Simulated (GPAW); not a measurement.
# Optical response of BiTe

Aim: the dielectric function of BiTe, and the optical constants that follow from it.

Program: GPAW 26.7.0. Level of theory: DFT, PBE, plane-wave PAW (GPAW data sets), scalar-relativistic, RPA, optical limit. Results are calculated unless marked as measured.

## Step 1: The structure

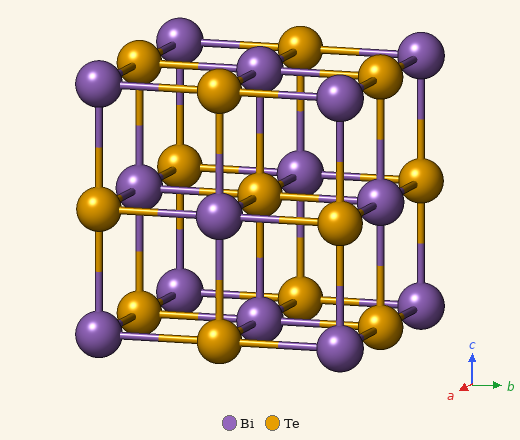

The cell as given, slightly off an axis (bismuth purple, tellurium orange). This picture shows the conventional cell, with its axes. Some periodic images of atoms are drawn too.

## Step 2: Ground state

First the ground state: is it a metal or has it a gap?

This step: DFT, PBE, plane-wave PAW (GPAW data sets), scalar-relativistic, ground state (GPAW 26.7.0).

Input file gs.py:

```python
from ase import Atoms
from ase.dft.bandgap import bandgap
from gpaw import GPAW, PW, FermiDirac

atoms = Atoms(['Bi', 'Te'],
              cell=[[0.00000000, 3.23500000, 3.23500000],
                    [3.23500000, 0.00000000, 3.23500000],
                    [3.23500000, 3.23500000, 0.00000000]],
              scaled_positions=[[0.00000000, 0.00000000, 0.00000000],
                                [0.50000000, 0.50000000, 0.50000000]],
              pbc=[True, True, True])
atoms.calc = GPAW(mode=PW(450), xc='PBE', kpts={'size': (6, 6, 6), 'gamma': True},
                  occupations=FermiDirac(0.05), maxiter=150, txt='gs.txt')
print('energy (eV)', atoms.get_potential_energy())
print('Fermi level (eV)', atoms.calc.get_fermi_level())
print('valence electrons', atoms.calc.get_number_of_electrons())
print('gap (eV)', bandgap(atoms.calc, output=None)[0])
print('direct gap (eV)', bandgap(atoms.calc, direct=True, output=None)[0])
atoms.calc.write('gs.gpw')
```

On the command line:

```bash
$ OMP_NUM_THREADS=1 python gs.py
```

Numbers of over 12 decimals in the logs are rounded to 6 here.

Output:

```text
__  _  _
 | _ |_)|_||  |
 |__||  | ||/\| - 26.7.0

Versions:
  Python: 3.12.14
  ASE:    3.29.0
  Numpy:  2.5.5
  Scipy:  1.18.1
  Libxc:  7.0.0

Input parameters:
  mode=PW(ecut=450.000000),
  kpts=MonkhorstPack(size=(6, 6, 6), gamma=True),
  maxiter=150,
  occupations=Occupations(name='fermi-dirac', width=0.05, fixmagmom=False),
  xc=XC(name='PBE')

Diagonalizing LCAO Hamiltonian
Converting LCAO to pw mode

                 Te

       Bi

Atoms  # Å, Bohr magnetons
|   | symbol |        x |        y |        z |    initial magnetic moments |
| 0 |     Bi | 0.000000 | 0.000000 | 0.000000 | ( 0.0000,  0.0000,  0.0000) |
| 1 |     Te | 3.235000 | 3.235000 | 3.235000 | ( 0.0000,  0.0000,  0.0000) |

Unit cell  # Å
| periodic |        x |        y |        z |  lengths |    angles |
|      yes | 0.000000 | 3.235000 | 3.235000 | 4.574981 | 60.000000 |
|      yes | 3.235000 | 0.000000 | 3.235000 | 4.574981 | 60.000000 |
|      yes | 3.235000 | 3.235000 | 0.000000 | 4.574981 | 60.000000 |

Number of symmetries: 48
Symmetry operations  # r_c * U_cc + t_c -> r_c
|    | kind |            matrix            |
|  0 |  σ   |  1, 0, 0,  1, 0,-1,  1,-1, 0 |
|  1 |  C2  |  1, 0, 0,  1,-1, 0,  1, 0,-1 |
|  2 |  E   |  1, 0, 0,  0, 1, 0,  0, 0, 1 |
|  3 |  σ   |  1, 0, 0,  0, 0, 1,  0, 1, 0 |
|  4 |  C4  |  1, 0,-1,  1, 0, 0,  1,-1, 0 |
|  5 |  S6  |  1, 0,-1,  1,-1, 0,  1, 0, 0 |
|  6 |  σ   |  1, 0,-1,  0, 1,-1,  0, 0,-1 |
|  7 |  C3  |  1, 0,-1,  0, 0,-1,  0, 1,-1 |
|  8 |  S6  |  1,-1, 0,  1, 0, 0,  1, 0,-1 |
|  9 |  C4  |  1,-1, 0,  1, 0,-1,  1, 0, 0 |
| 10 |  C3  |  1,-1, 0,  0,-1, 1,  0,-1, 0 |
| 11 |  σ   |  1,-1, 0,  0,-1, 0,  0,-1, 1 |
| 12 |  σ   |  0, 1, 0,  1, 0, 0,  0, 0, 1 |
| 13 |  C4  |  0, 1, 0,  0, 1,-1, -1, 1, 0 |
| 14 |  C3  |  0, 1, 0,  0, 0, 1,  1, 0, 0 |
| 15 |  S6  |  0, 1, 0, -1, 1, 0,  0, 1,-1 |
| 16 |  C2  |  0, 1,-1,  1, 0,-1,  0, 0,-1 |
| 17 |  σ   |  0, 1,-1,  0, 1, 0, -1, 1, 0 |
| 18 |  S4  |  0, 1,-1,  0, 0,-1,  1, 0,-1 |
| 19 |  C4  |  0, 1,-1, -1, 1, 0,  0, 1, 0 |
| 20 |  C3  |  0, 0, 1,  1, 0, 0,  0, 1, 0 |
| 21 |  σ   |  0, 0, 1,  0, 1, 0,  1, 0, 0 |
| 22 |  S6  |  0, 0, 1,  0,-1, 1, -1, 0, 1 |
| 23 |  C4  |  0, 0, 1, -1, 0, 1,  0,-1, 1 |
| 24 |  S4  |  0, 0,-1,  1, 0,-1,  0, 1,-1 |
| 25 |  C3  |  0, 0,-1,  0, 1,-1,  1, 0,-1 |
| 26 |  C2  |  0, 0,-1,  0,-1, 0, -1, 0, 0 |
| 27 |  S6  |  0, 0,-1, -1, 0, 0,  0,-1, 0 |
| 28 |  S4  |  0,-1, 1,  1,-1, 0,  0,-1, 0 |
| 29 |  C4  |  0,-1, 1,  0, 0, 1, -1, 0, 1 |
| 30 |  C2  |  0,-1, 1,  0,-1, 0,  1,-1, 0 |
| 31 |  σ   |  0,-1, 1, -1, 0, 1,  0, 0, 1 |
| 32 |  C3  |  0,-1, 0,  1,-1, 0,  0,-1, 1 |
| 33 |  S6  |  0,-1, 0,  0, 0,-1, -1, 0, 0 |
| 34 |  S4  |  0,-1, 0,  0,-1, 1,  1,-1, 0 |
| 35 |  C2  |  0,-1, 0, -1, 0, 0,  0, 0,-1 |
| 36 |  C2  | -1, 1, 0,  0, 1, 0,  0, 1,-1 |
| 37 |  S6  | -1, 1, 0,  0, 1,-1,  0, 1, 0 |
| 38 |  S4  | -1, 1, 0, -1, 0, 1, -1, 0, 0 |
| 39 |  C3  | -1, 1, 0, -1, 0, 0, -1, 0, 1 |
| 40 |  S6  | -1, 0, 1,  0, 0, 1,  0,-1, 1 |
| 41 |  C2  | -1, 0, 1,  0,-1, 1,  0, 0, 1 |
| 42 |  C3  | -1, 0, 1, -1, 1, 0, -1, 0, 0 |
| 43 |  S4  | -1, 0, 1, -1, 0, 0, -1, 1, 0 |
| 44 |  C2  | -1, 0, 0,  0, 0,-1,  0,-1, 0 |
| 45 |  i   | -1, 0, 0,  0,-1, 0,  0, 0,-1 |
| 46 |  σ   | -1, 0, 0, -1, 1, 0, -1, 0, 1 |
| 47 |  C2  | -1, 0, 0, -1, 0, 1, -1, 1, 0 |

BZ-sampling:
  Number of BZ points: 216
  Number of IBZ points: 16

  Monkhorst-Pack size: [6, 6, 6]
  Monkhorst-Pack shift: [0.083333, 0.083333, 0.083333]

K-points  # in reciprocal-cell coordinates
|     |                                coordinates |     weight |
|   0 | (  0.00000000,   0.00000000,   0.00000000) | 0.00462963 |
|   1 | (  0.16666667,   0.16666667,   0.00000000) | 0.02777778 |
|   2 | (  0.16666667,   0.16666667,   0.16666667) | 0.03703704 |
|   3 | (  0.33333333,   0.16666667,   0.16666667) | 0.05555556 |
|   4 | (  0.33333333,   0.33333333,  -0.33333333) | 0.05555556 |
|   5 | (  0.33333333,   0.33333333,   0.00000000) | 0.02777778 |
|   6 | (  0.33333333,   0.33333333,   0.16666667) | 0.11111111 |
|   7 | (  0.33333333,   0.33333333,   0.33333333) | 0.03703704 |
|   8 | (  0.50000000,   0.33333333,  -0.33333333) | 0.11111111 |
|   9 | (  0.50000000,   0.33333333,  -0.16666667) | 0.05555556 |
| ... |                                            |            |
|  15 | (  0.50000000,   0.50000000,   0.50000000) | 0.01851852 |

Plane wave coefficients: 1484
Cutoff: 450.000000 eV

Spin-components: 1 (collinear spins)
Bands:           13
Projectors:      11
Spin-degeneracy: 2
Datatype:        complex128

Parallelization:
  kpt:    1
  domain: 1
  band:   1

Density:
  Valence electrons: 21.0
  Components: 1
  Grid points: [24 24 24]
  Charge: 0.0  # |e|

Potential:
  Grid points: [24 24 24]

species:
  Bi:
    name:    Bismuth
    id:
    Z:       83.0
    valence: 15
    core:    68
    charge:  0.0  # [|e|]
    compensation charges:
      type: gauss
      rc: 0.38  # [Å]
      lmax: 2
    cutoffs:
      filter: 2.23  # [Å]
      core: 2.33  # [Å]
    projectors
    | kind |    occ | energy [eV] | rcut [Å] |
    |   6s |  2.000 |     -14.385 |    1.286 |
    |   6p |  3.000 |      -4.580 |    1.275 |
    |   5d | 10.000 |     -27.119 |    1.349 |
    |    s |        |      12.827 |    1.286 |
    |    p |        |      22.631 |    1.275 |
    |    d |        |       0.093 |    1.349 |

    Using partial waves for Bi as LCAO basis

  Te:
    name:    Tellurium
    id:
    Z:       52.0
    valence: 6
    core:    46
    charge:  0.0  # [|e|]
    compensation charges:
      type: gauss
      rc: 0.36  # [Å]
      lmax: 2
    cutoffs:
      filter: 2.09  # [Å]
      core: 3.17  # [Å]
    projectors
    | kind |    occ | energy [eV] | rcut [Å] |
    |   5s |  2.000 |     -15.089 |    1.180 |
    |   5p |  4.000 |      -5.955 |    1.196 |
    |    s |        |      12.123 |    1.180 |
    |    p |        |      21.256 |    1.196 |
    |    d |        |       0.000 |    1.238 |

    Using partial waves for Te as LCAO basis

Reference energy: -769639.066386  # eV

eigensolver:
  PPCG
  Converge bands: occupied
  niter=2

density mixing:
  MSR1-Mixer
  Pratt-step length: 0.05
  Maximum mixing coefficient: 0.75
  Old densities: 10
  SVD Regularization: 0.005
  Good broyden scale: 1.0
  Trust region scale: 1.0
  Backstep threshold: 4.0
  History deletion threshold: 6.0
  Fourier metric: weight=20.0, sigma=0.015

occupation numbers:
  Fermi-Dirac:
    width: 0.0500  # eV

poisson solver:
  ecut: 3600.000000  # eV

xc functional:
  name: PBE with 2 nearest neighbor stencil

convergence criteria:
- Maximum [total energy] change in last 3 cyles: 0.0005 eV / valence electron
- Maximum integral of absolute [dens]ity change: 0.0001 electrons / valence electron
- Maximum integral of absolute [eigenst]ate change: 4e-08 eV^2 / valence electron
maximum number of iterations: 150

SCF iterations
|iter     |      energy | eigst |  dens |
|iter:   1||   -7.998821 | -0.42 |       |
|iter:   2||   -7.999519 | -2.45 | -1.57 |
|iter:   3||   -7.992839c| -2.82 | -1.61 |
|iter:   4||   -7.995315c| -3.37 | -2.01 |
|iter:   5||   -7.996040c| -3.89 | -2.37 |
|iter:   6||   -7.996075c| -5.07 | -3.06 |
|iter:   7||   -7.996080c| -5.94 | -3.80 |
|iter:   8||   -7.996081c| -6.66 | -4.35c|
|iter:   9||   -7.996081c| -7.60c| -5.03c|

Converged in 9 steps
SCF loop duration: 4.992 s (0.555 s/step)
Energy contributions relative to reference atoms: (reference = -769639.066386)

Energy contributions:
  Kinetic:          22.423022
  Coulomb:         -21.422457
  Zero:             -1.347309
  External:          0.000000
  Xc:               -7.640010
  Entropy:          -0.018654
  Spinorbit:         0.000000
  ----------------------------
  Free energy:      -8.005408
  Extrapolated:     -7.996081

dipole moment: (-25.201451, -25.201451, -25.201451)  # |e|*Ang

Fermi level: 6.313
Eigenvalues  # (at kpt = [0.000, 0.000, 0.000])
| band index |      eig [eV] | occ [0-2] |
|          0 |       -16.923 |     2.000 |
|        ... |               |           |
|          2 |       -16.917 |     2.000 |
|          3 |       -16.917 |     2.000 |
|          4 |       -16.917 |     2.000 |
|          5 |        -7.052 |     2.000 |
|          6 |        -1.606 |     2.000 |
|          7 |         3.856 |     2.000 |
|          8 |         3.856 |     2.000 |
|          9 |         3.856 |     2.000 |
|         10 |         8.561 |     0.000 |
|         11 |         8.561 |     0.000 |
|         12 |         8.561 |     0.000 |

No gap
No difference between direct/indirect transitions

--- standard output ---
energy (eV) -7.996081
Fermi level (eV) 6.312680
valence electrons 21.0
gap (eV) 0.0
direct gap (eV) 0.0
```

It took 6.3 s on 1 thread of Arm Neoverse V2, shared host; peak memory 0.14 GiB.

This step gave:

```
energy       : -7.996 eV
Fermi energy : 6.313 eV
electrons    : 21
```

There are states at the Fermi level within the smearing, so the occupations stay smeared and the carriers get a Drude term.

## Step 3: Bands for the response

At the fixed density, many empty bands are solved on the mesh of the response, since the spectrum sums over them.

This step: DFT, PBE, plane-wave PAW (GPAW data sets), scalar-relativistic, bands at fixed density (GPAW 26.7.0).

Input file nscf.py:

```python
from ase.dft.bandgap import bandgap
from gpaw import GPAW, FermiDirac

calc = GPAW('gs.gpw').fixed_density(kpts={'size': (12, 12, 12), 'gamma': True}, nbands=29, convergence={'bands': 23},
                                    occupations=FermiDirac(0.05), txt='nscf.txt')
print('gap (eV)', bandgap(calc, output=None)[0])
print('direct gap (eV)', bandgap(calc, direct=True, output=None)[0])
calc.write('full.gpw', mode='all')
```

On the command line:

```bash
$ OMP_NUM_THREADS=1 python nscf.py
```

Output:

```text
Diagonalizing LCAO Hamiltonian
Converting LCAO to pw mode
convergence criteria:
- Maximum integral of absolute [eigenst]ate change: 4e-08 eV^2 / valence electron
maximum number of iterations: 150

SCF iterations
|iter     |      energy | eigst |  dens |
|iter:   1||             | +2.73 |       |
|iter:   2||             | +1.00 |       |
|iter:   3||             | -0.85 |       |
|iter:   4||             | -2.30 |       |
|iter:   5||             | -3.54 |       |
|iter:   6||             | -4.66 |       |
|iter:   7||             | -5.81 |       |
|iter:   8||             | -6.89 |       |
|iter:   9||             | -7.87c|       |
SCF steps: 9
  __  _  _
 | _ |_)|_||  |
 |__||  | ||/\| - 26.7.0

Versions:
  Python: 3.12.14
  ASE:    3.29.0
  Numpy:  2.5.5
  Scipy:  1.18.1
  Libxc:  7.0.0

Input parameters:
  mode=PW(ecut=450.000000),
  convergence={'bands': 23},
  gpts=array([24, 24, 24]),
  kpts=MonkhorstPack(size=(12, 12, 12), gamma=True),
  maxiter=150,
  nbands=29,
  occupations=Occupations(name='fermi-dirac', width=0.05, fixmagmom=False),
  parallel={},
  xc=XC(name='PBE')

--- standard output ---
gap (eV) 0.0
direct gap (eV) 0.0
```

Wall time 41 s (1 thread); peak memory 0.22 GiB.

(Continued in part 2 of 2.)

[Machine, clock and banner lines and Python warnings are left out of the logs.]

[Logs are printed without paths, hosts, clocks, repeated set-up lines and the standing remarks that a program may print on its own settings, such as how far it seeks lower states.]

[Hosts, paths, dates, database ids (printed as entryN), source tags and the programs' standing remarks are cut or masked in the printed files.]
